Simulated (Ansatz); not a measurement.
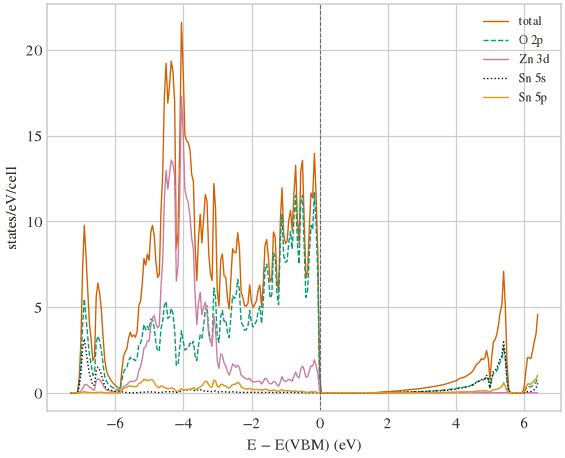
Total and projected density of states of ZnSnO3 in space group R-3 (No. 148; Zn on 6c, Sn on 6c, O on 18f), DFT-PBEsol in the program Ansatz with PAW potentials

Question: Which orbitals carry the states next to the gap?

Answer: Top 1 eV of the valence band: O 2p 86 %, Zn 3d 11 %. Bottom 1 eV of the conduction band: Sn 5s 27 %, O 2s 25 %, Zn 4s 25 %, O 2p 20 %. Projections are on Löwdin-orthogonalised atomic valence shells; empty p or d shells of many metals are not among them.

Question: Where is the tallest occupied peak in this window, and what makes it?

Answer: Near -4.1 eV, about 22 states/eV per cell; the largest projected share is Zn 3d.

The workflow started from a Materials Project entry (that database holds measured and hypothetical structures alike); the Crystallography Open Database copy checked does not list it. Whether it is the stable phase at ambient conditions was not checked. The cell was relaxed with PBEsol under the symmetry of its start; its stability against distortions is not shown here. Scalar-relativistic: spin–orbit coupling is off unless named, which matters more the heavier the elements.

Potentials: the later of the program's two PAW sets.
